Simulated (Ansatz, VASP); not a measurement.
# PtF2 in two plane-wave programs, part 2 of 2

One calculation is typed for both programs; each brings its own data sets and cutoff. How far apart do they land? The cell is generated by rule, not measured, and may not be a known phase. The cell comes out of the VASP series on this material, whose earlier steps may have relaxed, scaled or displaced it; both programs get it as it stands.

VASP 6.6.1 and Ansatz 0.2.0.

So far: Starting point; Ansatz: band structure, HSE06.

## (3) VASP: band structure, HSE06

Level of this step: HSE06; plane waves and PAW (Pt, F); invented cell (VASP).

The same cell, functional, mesh and smearing now go to VASP, with its own data sets and cutoff.

Lines of VASP's logs that name or quote its potential files are left out, and so is its time.

File INCAR:

```
SYSTEM = PtF2
PREC = Accurate
ENCUT = 520
EDIFF = 1E-06
NELM = 100
ISMEAR = 0
SIGMA = 0.02
LREAL = .FALSE.
ALGO = Normal
LHFCALC = .TRUE.
AEXX = 0.25
GGA = PE
HFSCREEN = 0.2
LASPH = .TRUE.
NBANDS = 18
PRECFOCK = Fast
LORBIT = 11
LWAVE = .FALSE.
LCHARG = .FALSE.
KPAR = 4
ISIF = 2
```

File POSCAR:

```
PtF2
1.0
    2.9415618190      0.0000000000      0.0000000000
   -1.4707809090      2.5474672620      0.0000000000
    0.0000000000      0.0000000000      5.3017800000
Pt F
1 2
Direct
    0.0000000000      0.0000000000      0.0000000000
    0.3333333330      0.6666666670      0.2753036815
    0.6666666670      0.3333333330      0.7246963185
```

File KPOINTS:

```
Automatic mesh
0
Gamma
6 6 4
0 0 0
```

File KPOINTS_OPT:

```
Line mode
8
Line-mode
Reciprocal
  0.00000000   0.00000000   0.00000000 GAMMA
  0.50000000   0.00000000   0.00000000 M

  0.50000000   0.00000000   0.00000000 M
  0.33333333   0.33333333   0.00000000 K

  0.33333333   0.33333333   0.00000000 K
  0.00000000   0.00000000   0.00000000 GAMMA

  0.00000000   0.00000000   0.00000000 GAMMA
  0.00000000   0.00000000   0.50000000 A

  0.00000000   0.00000000   0.50000000 A
  0.50000000   0.00000000   0.50000000 L

  0.50000000   0.00000000   0.50000000 L
  0.33333333   0.33333333   0.50000000 H

  0.33333333   0.33333333   0.50000000 H
  0.00000000   0.00000000   0.50000000 A

  0.50000000   0.00000000   0.50000000 L
  0.50000000   0.00000000   0.00000000 M

  0.33333333   0.33333333   0.00000000 K
  0.33333333   0.33333333   0.50000000 H
```

PAW data sets: Pt and F (PBE family, release 64).

Run with:

```sh
$ mpirun -np 4 vasp_std
```

Numbers of over 12 decimals in the logs are rounded to 6 here.

What it wrote:

```text
[banner, memory and clock lines left out]
running    4 mpi-ranks, on    1 nodes
 distrk:  each k-point on    1 cores,    4 groups
 distr:  one band on    1 cores,    1 groups

 POSCAR found type information on POSCAR PtF
 POSCAR found :  2 types and       3 ions
 LDA part: xc-table for (Slater+PW92), standard interpolation
 found WAVECAR, reading the header
 POSCAR, INCAR and KPOINTS ok, starting setup
 FFT: planning ... GRIDC
 FFT: planning ... GRID_SOFT
 FFT: planning ... GRID
 reading WAVECAR
 the WAVECAR file was read successfully
 initial charge from wavefunction
 entering main loop
       N       E                     dE             d eps       ncg     rms          rms(c)
DAV:   1    -0.134581189095E+02   -0.13458E+02   -0.55468E-01   882   0.704E+00    0.106E+00
DAV:   2    -0.134581127698E+02    0.61398E-05   -0.86040E-02   916   0.312E+00    0.101E+00
DAV:   3    -0.134648097149E+02   -0.66969E-02   -0.13023E-02   952   0.936E-01    0.681E-01
DAV:   4    -0.134640537042E+02    0.75601E-03   -0.34067E-03   922   0.698E-01    0.302E-01
DAV:   5    -0.134637779219E+02    0.27578E-03   -0.55793E-04   924   0.219E-01    0.165E-01
DAV:   6    -0.134636469920E+02    0.13093E-03   -0.12275E-04   970   0.143E-01    0.101E-01
DAV:   7    -0.134636229287E+02    0.24063E-04   -0.42836E-05   952   0.628E-02    0.582E-02
DAV:   8    -0.134636139509E+02    0.89777E-05   -0.89787E-06   938   0.336E-02    0.317E-02
DAV:   9    -0.134636116775E+02    0.22734E-05   -0.15266E-06   530   0.150E-02    0.186E-02
DAV:  10    -0.134636111362E+02    0.54129E-06   -0.73668E-07   478   0.101E-02
   1 F= -.13463611E+02 E0= -.13463186E+02  d E =-.851112E-03
 Start KPOINTS_OPT (optional k-point list driver)
k-point batch [1-24\72]
       N       E                     dE             ncg
DAV:   1     0.136057271008E+04   -0.15934E+05      872
DAV:   2    -0.291802826207E+04   -0.42786E+04      948
DAV:   3    -0.313910575145E+04   -0.22108E+03      952
DAV:   4    -0.314237824444E+04   -0.32725E+01     1036
DAV:   5    -0.314240130803E+04   -0.23064E-01     1034
DAV:   6    -0.314240150984E+04   -0.20181E-03     1038
DAV:   7    -0.314240151275E+04   -0.29055E-05      838
DAV:   8    -0.314240151292E+04   -0.17614E-06      708
[...]
k-point batch [49-72\72]
       N       E                     dE             ncg
DAV:   1     0.128079697839E+04   -0.21348E+05      880
DAV:   2    -0.291415225985E+04   -0.41949E+04      950
DAV:   3    -0.312910581333E+04   -0.21495E+03     1002
DAV:   4    -0.313214891440E+04   -0.30431E+01     1018
DAV:   5    -0.313216852883E+04   -0.19614E-01     1072
DAV:   6    -0.313216870713E+04   -0.17829E-03     1072
DAV:   7    -0.313216870953E+04   -0.23997E-05      858
DAV:   8    -0.313216870970E+04   -0.17429E-06      686
```

OUTCAR, selected parts (step 3):

```text
ion  position               nearest neighbor table
   1  0.000  0.000  0.000-   2 2.24   3 2.24   2 2.24   3 2.24   3 2.24   2 2.24
   2  0.333  0.667  0.275-   1 2.24   1 2.24   1 2.24
   3  0.667  0.333  0.725-   1 2.24   1 2.24   1 2.24

  LATTYP: Found a hexagonal cell.
 ALAT       =     2.9415618190
 C/A-ratio  =     1.8023690564

 Subroutine GETGRP returns: Found 12 space group operations
 (whereof 12 operations were pure point group operations)

The static configuration has the point symmetry D_3d.

 Found     24 irreducible k-points:

   k-points           NKPTS =     24   k-points in BZ     NKDIM =    144   number of bands    NBANDS=     18

   dimension x,y,z NGX =    24 NGY =   24 NGZ =   40
   dimension x,y,z NGXF=    48 NGYF=   48 NGZF=   80

   ENCUT  =  520.0 eV  38.22 Ry    6.18 a.u.   5.47  5.47  9.86*2*pi/ulx,y,z

   NELECT =      24.0000    total number of electrons

 k-points in reciprocal lattice and weights: Automatic mesh
   0.00000000  0.00000000  0.00000000       0.007
   0.16666667  0.00000000  0.00000000       0.042
   0.33333333  0.00000000  0.00000000       0.042
   0.50000000  0.00000000  0.00000000       0.021
   0.16666667  0.16666667  0.00000000       0.042
   0.33333333  0.16666667  0.00000000       0.083
   0.33333333  0.33333333  0.00000000       0.014
   0.00000000  0.00000000  0.25000000       0.014
   0.16666667  0.00000000  0.25000000       0.042
[...]
0.33333333  0.16666667  0.50000000       0.083
   0.33333333  0.33333333  0.50000000       0.014

  exchange ACFDT corr.  =         0.00000000  see jH, gK, PRB 81, 115126

 average (electrostatic) potential at core
       1 -65.4898       2 -69.3496       3 -69.3496

 E-fermi :   3.1386

 k-point     1 :       0.0000    0.0000    0.0000
  band No.  band energies     occupation
    ...
      9      -0.8685      2.00000
     10      -0.3457      2.00000
     11      -0.3457      2.00000
     12       2.3248      2.00000
     13       2.3248      2.00000
     14       4.1888      0.00000
     15      11.6350      0.00000
     16      15.0205      0.00000
     17      22.0184      0.00000
     18      23.5506      0.00000

 k-point     2 :       0.1667    0.0000    0.0000
  band No.  band energies     occupation
    ...
      9      -0.8656      2.00000
     10      -0.1960      2.00000
     11       0.0757      2.00000
     12       2.4940      2.00000
     13       2.5759      2.00000
     14       5.1671      0.00000
     15      12.9974      0.00000
     16      15.1950      0.00000
     17      20.2273      0.00000
     18      22.5349      0.00000

 k-point     3 :       0.3333    0.0000    0.0000
  band No.  band energies     occupation
    ...
      9      -1.3497      2.00000
     10       0.8657      2.00000
     11       0.9829      2.00000
     12       3.0210      2.00000
     13       3.1429      0.75825
     14       7.0418      0.00000
     15      14.8904      0.00000
     16      15.6619      0.00000
     17      16.3427      0.00000
     18      20.6682      0.00000

  Total        2.1747077      2.1747077     -0.6376206      0.0000000      0.0000000      0.0000000
  in kB       87.7007255     87.7007255    -25.7137034      0.0000000      0.0000000      0.0000000
  external PRESSURE =      49.8959159 kB  Pullay stress =       0.0000000 kB

  energy-cutoff  :      520.00
  volume of cell :       39.73
      direct lattice vectors                 reciprocal lattice vectors
     2.941561819  0.000000000  0.000000000     0.339955460  0.196273376  0.000000000
    -1.470780909  2.547467262  0.000000000     0.000000000  0.392546752  0.000000000
     0.000000000  0.000000000  5.301780000     0.000000000  0.000000000  0.188615899

 POSITION                                       TOTAL-FORCE (eV/Angst)
 -----------------------------------------------------------------------------------
      0.00000      0.00000      0.00000         0.000000      0.000000      0.000000
     -0.00000      1.69831      1.45960        -0.000000     -0.000000     -0.391972
      1.47078      0.84916      3.84218         0.000000      0.000000      0.391972
 -----------------------------------------------------------------------------------
    total drift:                                0.000000     -0.000000     -0.000004

  FREE ENERGIE OF THE ION-ELECTRON SYSTEM (eV)
  ---------------------------------------------------
  free  energy   TOTEN  =       -13.4636111362 eV

  energy  without entropy=      -13.4627600243  energy(sigma->0) =      -13.46318558

 total charge
# of ion       s       p       d       tot
------------------------------------------
    1        0.392   0.363   8.061   8.817
    2        1.758   4.273   0.000   6.031
    3        1.758   4.273   0.000   6.031
--------------------------------------------------
tot          3.907   8.910   8.061  20.878

[... 3 further parts left out ...]
```

The run ends at a pressure of 4.99 GPa, with forces up to 0.39 eV/Å.

## (4) Differences

Known differences besides the PAW data sets themselves: exact exchange at q = 0 is treated differently, which shows on coarse meshes; VASP keeps PBE cores, Ansatz makes them for the functional; the data sets hold 32 valence electrons in Ansatz (default PAW (the set named soft_2) files) and 24 in VASP; the cutoff is 420 eV in Ansatz and 520 eV in VASP; VASP takes a coarser grid for exact exchange (PRECFOCK = Fast). Total energies have different zeros and are not compared.

Both answers:

```tsv
quantity	Ansatz	VASP	difference
pressure (GPa)	4.72	4.99	-0.26
```

Forces (eV/Å; atoms numbered as in POSCAR):

```tsv
atom	Ansatz x, y, z	VASP x, y, z
Pt1	0.000, 0.000, 0.000	0.000, 0.000, 0.000
F2	0.000, 0.000, -0.431	0.000, 0.000, -0.392
F3	0.000, 0.000, 0.431	0.000, 0.000, 0.392
```

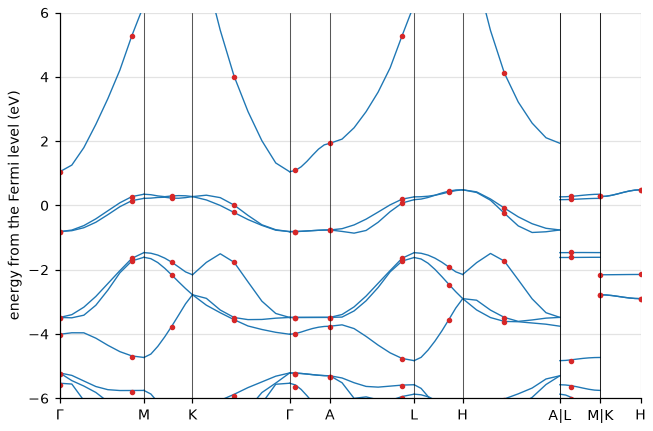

Bands from VASP (lines) and levels from Ansatz (dots). Dots without a line are higher empty bands that the VASP plot leaves out.

The forces differ by 18 meV/Å r.m.s., which is 9.9 % of the r.m.s. force of 0.18 eV/Å (both taken over all components). Levels from 3 eV below to 2 eV above the Fermi level differ by 5 meV r.m.s. and 15 meV at most; each VASP level is matched to the nearest of Ansatz, which flatters the figure a little. Ansatz's pressure holds a Pulay correction of 0.32 GPa; VASP's holds none.

## (5) Looking for the cause

The difference is large enough to ask for its cause, so further runs change the set-up of one program at a time, as the table lists.

```tsv
run	r.m.s. force difference (meV/Å)
as above	18
cores kept as stored, as VASP does	23
```

## (6) Summary of results

```json
{
  "r.m.s. force difference (band structure, HSE06)": "18 meV/Å"
}
```

In words: The r.m.s. force difference is 18 meV/Å (band structure, HSE06), beyond the 12 meV/Å picked in this series as the mark of a large difference. For band structure, HSE06: no further run halves the r.m.s. force difference; only Ansatz's side was varied. 2 further runs on this material are not shown. Differences of this kind measure data sets and numerical settings, not the functional's error against experiment.

[Lines on the potential files, build, host, timing and source positions are cut from VASP's logs without a mark.]

[Logs are printed without paths, hosts, clocks, repeated set-up lines and the standing remarks that a program may print on its own settings, such as how far it seeks lower states.]

[Hosts, paths, dates, database ids (printed as entryN), source tags and the programs' standing remarks are cut or masked in the printed files.]
